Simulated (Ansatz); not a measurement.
**Grüneisen parameters and expansion of Pt (Fm-3m)**

Which modes of Pt drive its thermal expansion?

Method: DFT PBEsol, scalar-relativistic, plane waves, PAW; PAW set soft_1, in Ansatz 0.2.0.

### Step 1. The structure

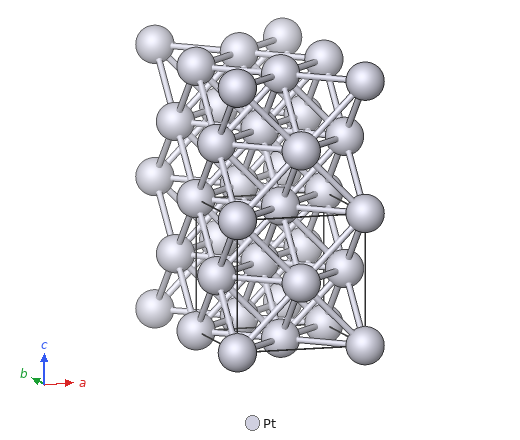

The starting structure, seen slightly off an axis (platinum light grey). 1×2×2 cells are drawn. This picture shows the conventional cell, with its axes. Some periodic images of atoms are drawn too.

### Step 2. A first coarse run

A cheap single point shows whether the cell is a metal or an insulator and how far it is from rest; that sets the k-mesh and the occupations of what follows.

input.yaml

```yaml
crystal:
  lattice:
    - [0.0, 1.9609, 1.9609]
    - [1.9609, 0.0, 1.9609]
    - [1.9609, 1.9609, 0.0]
  atoms:
    - { symbol: Pt, position: [0.0, 0.0, 0.0] }
kpoints:
  mp_grid: { grid: [8, 8, 8] }
hamiltonian:
  xc: pbesol
  pseudopotentials: { kind: paw, azcp: { folder: soft_1 }, xc_functional: pbe }
scf:
  occupations: { method: gaussian, width: 0.1 }
  lower_state_search: "off"
output:
  forces: true
  stress: true
  eigenvalues: true
```

On the command line:

```console
> ansatz run input.yaml --threads 8 --pin off --max-ram 16384MiB --backend cpu --events-out ev --progress --plain --runs-dir out
```

Numbers of over 12 decimals in the logs are rounded to 6 here.

The program printed:

```text
Engine: ansatz 0.2.0, aarch64-unknown-linux-gnu
Pseudopotentials: kind: paw
Pseudopotential: Pt, paw, valence charge 18, recommended cutoff 420 eV (normal), soft_1/Pt.paw.azcp
Functional definition: PBEsol
  exchange = pbesol_x
  correlation = pbesol_c
Crystal: 1 atoms, lattice volume = 15.080 Å³
Basis set: ecut = 420 eV, 283 PW (Γ), exchange–correlation on 40×40×40 points (8 copies of the dense FFT grid, shifted against one another)
Bands: 13, of which v1, the nominal top of the filled ones, is band 9 counted from 1 (8 counted from 0)
Symmetry: 48 space group operations
Space group: Fm-3m (ITA 225), of the structure as read, at distance tolerance 2.5e-5 Å
k-points: 29 of 512
Non-local potential: Pt, projectors of the file, l = 0: 3, l = 1: 2, l = 2: 2, l = 3: 1
PAW form: soft (Blöchl's): semilocal exchange-correlation on the pseudo side does not see the compensation charge
PAW frozen core: Pt, regenerated for the run's functional, and the local potential with it (the file was generated under x = pbe(κ = 0.804, μ = 0.219515), c = pbe(β = 0.066725))
PAW one-centre angular grid: Pt, 590 points (default); XC on 64 Gauss nodes
Initial density: superposition of atomic densities (chi_scale 0.1, normalization cell)
Initial wavefunctions: pseudopotential atomic-orbital guess
Functional: x = pbesol(κ = 0.804, μ = 0.123457), c = pbesol(β = 0.046)
SCF iter   1: F=—  HF=-12385.811838 eV  |F-HF|=—  |Δ(HF+E_count)|=         —  Δρ=9.41e-2  dr2=1.27e0  ethr=3.10e-3  ⟨swp⟩=5.0  Hψ=1919  notcnv=0
preconditioner: auto → none  [metal: Δε(μ)=0.054 eV  Ē_g=13.911 eV  σ=0.100 eV  W_gap=0.30  n_scr=8 (ndim 8)  ℏωp=30.2 eV  f_vac=0.000  D(μ)=1.48/eV (n_scr^D=14)  sad-step TF]
SCF iter   2: F=—  HF=-12385.457118 eV  |F-HF|=—  |Δ(HF+E_count)|=   3.55e-1  Δρ=4.39e-2  dr2=2.60e-1  ethr=3.10e-3  ⟨swp⟩=2.4  Hψ=758  notcnv=0  defer=4
SCF iter   3: F=—  HF=-12385.377123 eV  |F-HF|=—  |Δ(HF+E_count)|=   8.00e-2  Δρ=5.00e-3  dr2=1.36e-3  ethr=1.45e-3  ⟨swp⟩=2.0  Hψ=614  notcnv=0  defer=4
SCF iter   4: F=—  HF=-12385.378064 eV  |F-HF|=—  |Δ(HF+E_count)|=   9.41e-4  Δρ=1.38e-4  dr2=6.95e-7  ethr=7.58e-6  ⟨swp⟩=2.1  Hψ=626  notcnv=0  defer=4
SCF iter   5: F=—  HF=-12385.378067 eV  |F-HF|=—  |Δ(HF+E_count)|=   2.81e-6  Δρ=7.73e-5  dr2=7.61e-7  ethr=5.56e-10  ⟨swp⟩=7.0  Hψ=1952  notcnv=0
SCF iter   6: F=-12385.378067 eV  HF=-12385.378067 eV  |F-HF|=1.80e-9  |Δ(HF+E_count)|=   2.50e-7  Δρ=3.94e-6  dr2=2.19e-9  ethr=5.56e-10  ⟨swp⟩=3.0  Hψ=1414  notcnv=0
SCF 1 converged in 6 iterations: F = -12385.378067 eV  dr2 = 2.19e-9
  greatest PAW one-centre occupation: 1.000 electrons in one spin orbital (limit 2), on the Pt atom at site 0 (counted from 0), in its partial waves of l = 0
SCF converged after 6 iterations
Free energy (F): -12385.378067 eV
Harris-Foulkes:  -12385.378067 eV  (|F-HF|=1.80e-9)
Internal energy: -12385.369235 eV  (E = F + TS)
E sigma→0 (E₀):  -12385.373651 eV
Entropy (-TS):   -0.008831 eV (-8.831 meV/atom)
Fermi energy:    23.160840 eV
--- Per-component energies (eV) ---
  E_band       = -132.622211
  E_kinetic    = 596.465564
  E_local      = -1425.053156  (includes V_loc(G=0)·N_el)
  E_nonlocal   = 207.009099
  E_hartree    = 539.893595
  E_xc         = -231.063425
  E_vxc        = -270.974000  (∫ρ·V_xc dr)
  E_paw        = -9345.767716  (= ΣΔE_a)
  E_vpaw       = -319.860231  (= ΣTr[D̂ρ^β])
  E_aug_tail   = 0.001116  (compensation charges beyond the density's cutoff)
  E_ewald      = -2727.141345
  E_core_change = 0.287031  (= ΣΔE_core)
  E_smearing   = -0.008831  (= −TS)
  E_closure    = -0.000000  (closes the sum)
  Σ components = -12385.378067   (vs F -12385.378067, Δ=0.00e0)
--- Forces (eV/Å), atoms counted from 1 ---
  atom   1  Pt    -0.00000000     0.00000000     0.00000000
  max |Σ_I F_I| component: 2.26e-32 eV/Å
--- Stress (GPa, compression-positive) ---
       -1.432947      -0.000000      -0.000000
       -0.000000      -1.432947       0.000000
       -0.000000       0.000000      -1.432947
  P = ⅓ Tr σ = -1.4329 GPa (-14.329 kbar)
--- Band table (eV; the first three rows and the last of 29) ---
  k-point 0: bands = [... 5 lower, 19.3817, 19.3817, 19.3817, 21.5606, 21.5606, 37.8054, 42.7303, 42.7303]
  k-point 1: bands = [... 5 lower, 19.1387, 19.6025, 19.6025, 21.4593, 21.4593, 38.6882, 40.2768, 43.6558]
  k-point 2: bands = [... 5 lower, 19.0281, 19.7600, 19.7600, 21.7370, 21.7370, 36.4595, 39.5264, 45.7297]
  k-point 28: bands = [... 5 lower, 18.6128, 18.6128, 21.1821, 23.6906, 30.2743, 31.4474, 31.4474, 35.2185]
```

Run time: 0.79 s. Hardware: 8 threads of Arm Neoverse V2, shared host; peak memory 0.25 GiB; 1.2 s of CPU time.

The column dr2 measures how far the density is from self-consistency, as an energy; F and HF (Harris–Foulkes) agree once it is small.

This step gave:

| Item | Value |
| --- | --- |
| pressure | -1.433 GPa |
| volume per atom | 15.08 Å³/atom |
| gap on the k-mesh | 0 eV |

The start is under -1.4 GPa at this level and looks like a metal on this mesh.

### Step 3. Finding the static equilibrium

The vibrations must be taken about the equilibrium of this functional, not about the starting cell, so the structure is relaxed.

input.yaml, the sections that differ from step 2:

```yaml
kpoints:
  mp_grid: { grid: [18, 18, 18] }
output:
  forces: true
  stress: true
  eigenvalues: true
  write_density: true
  write_potential: true
  elf: true
  volumetric_format: npy
relax:
  adjacent_minimum: "off"
  f_tol: 0.005
  max_steps: 80
  cell: { stress_tol: 0.05 }
# crystal, hamiltonian, scf: as in step 2
```

The program printed:

```text
[...]
Crystal: 1 atoms, lattice volume = 15.080 Å³
Basis set: ecut = 420 eV, 283 PW (Γ), exchange–correlation on 40×40×40 points (8 copies of the dense FFT grid, shifted against one another)
Bands: 13, of which v1, the nominal top of the filled ones, is band 9 counted from 1 (8 counted from 0)
Symmetry: 48 space group operations
[...]
k-points: 195 of 5832
[...]
SCF iter   1: F=—  HF=-12385.803439 eV  |F-HF|=—  |Δ(HF+E_count)|=         —  Δρ=9.30e-2  dr2=1.24e0  ethr=3.10e-3  ⟨swp⟩=5.0  Hψ=12990  notcnv=0
[...]
SCF iter   6: F=-12385.386938 eV  HF=-12385.386938 eV  |F-HF|=2.12e-8  |Δ(HF+E_count)|=   3.18e-7  Δρ=1.45e-5  dr2=2.68e-8  ethr=5.56e-10  ⟨swp⟩=5.3  Hψ=14191  notcnv=0
SCF 1 converged in 6 iterations: F = -12385.386938 eV  dr2 = 2.68e-8
[...]
relax step   1: F+E_penalty+E_count = -12385.38693790 eV  Δ(F+E_penalty+E_count) = +0.000e0 eV  max|allowed force component| = 0.000e0 eV/Å  Δτ_max = 0.0000 Å  P = -0.847 GPa  Ω = 15.080 Å³  (6 SCF iters, dr2 threshold 1.00e-7 eV, accepted)
Crystal: 1 atoms, lattice volume = 14.955 Å³
[...]
iter 1 solved again at ethr=1.38e-7 eV; its pass at ethr=3.10e-3 eV (dr2=2.48e-5 eV) is discarded
[...]
SCF iter   4: F=-12385.386721 eV  HF=-12385.386721 eV  |F-HF|=1.01e-9  |Δ(HF+E_count)|=   1.04e-7  Δρ=6.59e-6  dr2=1.80e-9  ethr=5.56e-10  ⟨swp⟩=7.3  Hψ=12746  notcnv=0
SCF 2 converged in 4 iterations: F = -12385.386721 eV  dr2 = 1.80e-9
relax step   2: F+E_penalty+E_count = -12385.38672107 eV  Δ(F+E_penalty+E_count) = +2.168e-4 eV  max|allowed force component| = 0.000e0 eV/Å  Δτ_max = 0.0000 Å  P = +1.561 GPa  Ω = 14.955 Å³  energy of the carried Pulay correction = +5.348e-5 eV  (4 SCF iters, dr2 threshold 1.00e-7 eV, rejected (line search))
Crystal: 1 atoms, lattice volume = 15.036 Å³
[...]
SCF iter   5: F=-12385.387075 eV  HF=-12385.387075 eV  |F-HF|=3.64e-12  |Δ(HF+E_count)|=  7.24e-10  Δρ=3.53e-7  dr2=4.62e-12  ethr=1.00e-12  ⟨swp⟩=3.7  Hψ=11866  notcnv=0
SCF 3 converged in 5 iterations: F = -12385.387075 eV  dr2 = 4.62e-12
relax step   3: F+E_penalty+E_count = -12385.38707542 eV  Δ(F+E_penalty+E_count) = -1.375e-4 eV  max|allowed force component| = 0.000e0 eV/Å  Δτ_max = 0.0000 Å  P = -0.010 GPa  Ω = 15.036 Å³  energy of the carried Pulay correction = +1.887e-5 eV  (5 SCF iters, accepted)
[...]
SCF iter   4: F=-12385.387054 eV  HF=-12385.387054 eV  |F-HF|=3.64e-12  |Δ(HF+E_count)|=  7.28e-12  Δρ=1.81e-7  dr2=1.15e-12  ethr=1.00e-12  ⟨swp⟩=3.0  Hψ=10569  notcnv=0
SCF 4 converged in 4 iterations: F = -12385.387054 eV  dr2 = 1.15e-12
relax step   4: F+E_penalty+E_count = -12385.38705423 eV  Δ(F+E_penalty+E_count) = +2.119e-5 eV  max|allowed force component| = 0.000e0 eV/Å  Δτ_max = 0.0000 Å  P = -0.008 GPa  Ω = 15.036 Å³  stress off target by 7.83e-3 GPa  SCF on the basis re-selected at this cell (its energy is not comparable with the rows above)  (4 SCF iters)
basis re-selected at this cell: Δ(F+E_penalty+E_count) = +2.119e-5 eV, ΔP = +0.002 GPa vs the last step (what re-selecting the basis moved, of the pressure what is left beyond the Pulay correction that the steps carried, after the strain that the cell walked since its last selection, with what the two solves' SCF thresholds leave and, on support functions, any second-order correction that the steps lacked; it is no measure of the basis error at this ecutwfc). This SCF's stress stands 7.83e-3 GPa from its target on what of the cell is left free (relax.cell.stress_tol is 5.00e-2 GPa) and its largest allowed force component is 0.00e0 eV/Å (relax.f_tol is 5.00e-3 eV/Å): [rest of the remark cut]
SCF converged after 4 iterations
Free energy (F): -12385.387054 eV
[...]
Internal energy: -12385.376445 eV  (E = F + TS)
E sigma→0 (E₀):  -12385.381750 eV
Entropy (-TS):   -0.010609 eV (-10.609 meV/atom)
Fermi energy:    23.321740 eV
[...]
--- Stress (GPa, compression-positive) ---
       -0.007831      -0.000000      -0.000000
       -0.000000      -0.007831      -0.000000
       -0.000000      -0.000000      -0.007831
  P = ⅓ Tr σ = -0.0078 GPa (-0.078 kbar)
--- Band table (eV; the first three rows and the last of 195) ---
  k-point 0: bands = [... 5 lower, 19.4816, 19.4816, 19.4816, 21.6760, 21.6760, 37.8873, 42.8305, 42.8305]
  k-point 1: bands = [... 5 lower, 19.4248, 19.5320, 19.5320, 21.6474, 21.6474, 38.0811, 42.1607, 43.0204]
  k-point 2: bands = [... 5 lower, 19.2790, 19.6642, 19.6642, 21.5860, 21.5860, 38.6105, 40.7637, 43.5728]
  k-point 194: bands = [... 5 lower, 18.2753, 19.1765, 21.3754, 23.8199, 30.4308, 30.8530, 32.2243, 35.3475]
--- Relaxed structure (3 steps of the walk, 2 accepted, 1 SCFs on fresh bases) ---
  F+E_penalty+E_count = -12385.38705423 eV   max|allowed force component| = 0.000e0 eV/Å   (the final SCF, on the basis selected at the relaxed cell)
  cell:  # Å, volume = 15.0356 Å³
    - [0, 1.958980, 1.958980]
    - [1.958980, 0, 1.958980]
    - [1.958980, 1.958980, 0]
  atoms:
    - { symbol: Pt, position: [0.0, 0.0, 0.0] }
```

Run time: 1.6 s. Hardware: 8 threads; peak memory 0.32 GiB.

Little changed from the start: no atom moved by 0.005 Å and no cell edge by 0.1 %.

Numbers from this step:

```
pressure        : -0.007831 GPa
volume per atom : 15.04 Å³/atom
```

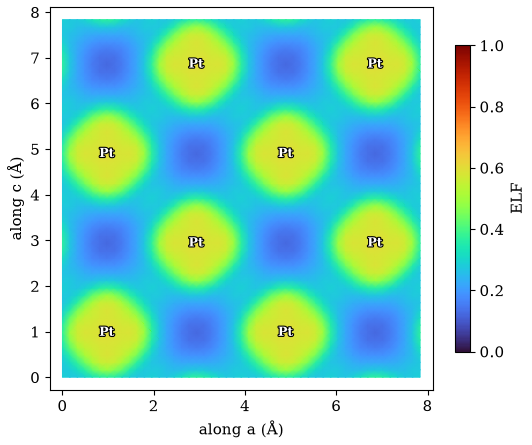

ELF in the ac plane of the conventional cell at fractional y = 0.000, with atoms of Pt within 0.2 Å of it. It is the smooth field of the valence electrons, not physical close to the nuclei. The map starts off the cell's origin, so that atoms lie inside it.

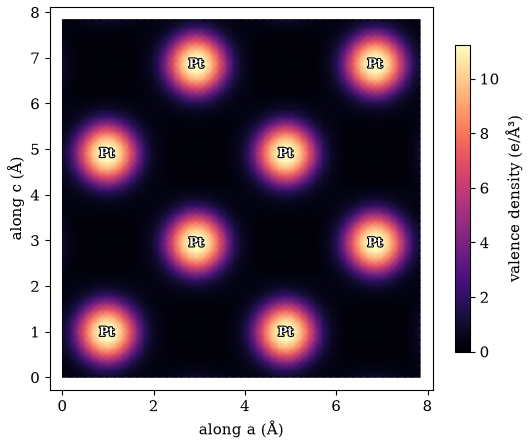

Valence density in the ac plane of the conventional cell at fractional y = 0.000, with atoms of Pt within 0.2 Å of it. It is the smooth field of the valence electrons, not physical close to the nuclei. The map starts off the cell's origin, so that atoms lie inside it.

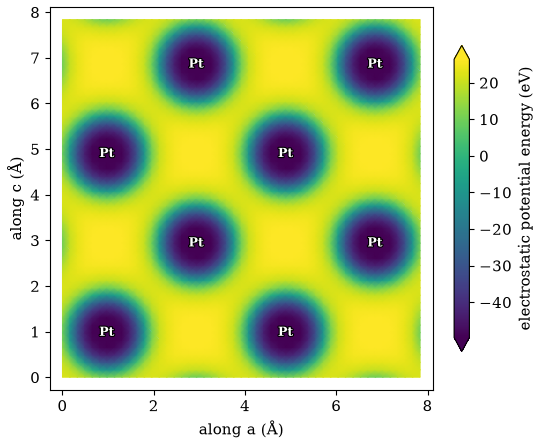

Electrostatic potential energy in the ac plane of the conventional cell at fractional y = 0.000, with atoms of Pt within 0.2 Å of it. With pseudopotentials it is smooth inside the atoms' cores, unlike the true potential. The map starts off the cell's origin, so that atoms lie inside it.

### Step 4. Relaxing to small residual forces and stress

The relaxation is repeated with tighter thresholds on force and stress, since phonons are sensitive to what is left; a change of mesh or smearing in the input moves the cell too.

input.yaml

```yaml
crystal:
  lattice:
    - [0.0, 1.9589796521, 1.9589796521]
    - [1.9589796521, 0.0, 1.9589796521]
    - [1.9589796521, 1.9589796521, 0.0]
  atoms:
    - { symbol: Pt, position: [0.0, 0.0, 0.0] }
kpoints:
  mp_grid: { grid: [20, 20, 20] }
hamiltonian:
  xc: pbesol
  pseudopotentials: { kind: paw, azcp: { folder: soft_1 }, xc_functional: pbe }
scf:
  occupations: { method: methfessel_paxton, width: 0.2 }
  lower_state_search: "off"
output:
  forces: true
  stress: true
  eigenvalues: true
relax:
  adjacent_minimum: "off"
  f_tol: 0.001
  max_steps: 60
  cell: { stress_tol: 0.01 }
```

The program printed:

```text
[...]
Crystal: 1 atoms, lattice volume = 15.036 Å³
Basis set: ecut = 420 eV, 283 PW (Γ), exchange–correlation on 40×40×40 points (8 copies of the dense FFT grid, shifted against one another)
Bands: 13, of which v1, the nominal top of the filled ones, is band 9 counted from 1 (8 counted from 0)
Symmetry: 48 space group operations
[...]
k-points: 256 of 8000
[...]
k-point 2: bands = [... 5 lower, 19.3213, 19.6426, 19.6426, 21.6088, 21.6088, 38.4905, 41.0745, 43.4437]
  k-point 255: bands = [... 5 lower, 18.7114, 18.7114, 21.3001, 23.8317, 30.4112, 31.5759, 31.5759, 35.3629]
--- Relaxed structure (3 steps of the walk, 2 accepted, 1 SCFs on fresh bases) ---
[...]
cell:  # Å, volume = 15.0322 Å³
    - [0, 1.958833, 1.958833]
    - [1.958833, 0, 1.958833]
    - [1.958833, 1.958833, 0]
  atoms:
    - { symbol: Pt, position: [0.0, 0.0, 0.0] }
[key lines of the parts left out:]
SCF converged after 4 iterations
Free energy (F): -12385.386286 eV
Fermi energy:    23.332990 eV
P = ⅓ Tr σ = 0.0003 GPa (0.003 kbar)
```

Wall time 1.7 s (8 threads); peak memory 0.34 GiB.

Little changed from the start: no atom moved by 0.005 Å and no cell edge by 0.1 %.

This step gave:

```yaml
pressure: 3.14e-4 GPa
volume_per_atom: 15.03 Å³/atom
```

The residual pressure is 3.1e-4 GPa, small enough for phonons.

(Continued in part 2 of 3.)

[Logs are printed without paths, hosts, clocks, repeated set-up lines and the standing remarks that a program may print on its own settings, such as how far it seeks lower states.]

[Hosts, paths, dates, database ids (printed as entryN), source tags and the programs' standing remarks are cut or masked in the printed files.]

[A step with changed settings may run another functional than the one named; its input shows which.]

[Of the runs on displaced cells, only some may be shown.]
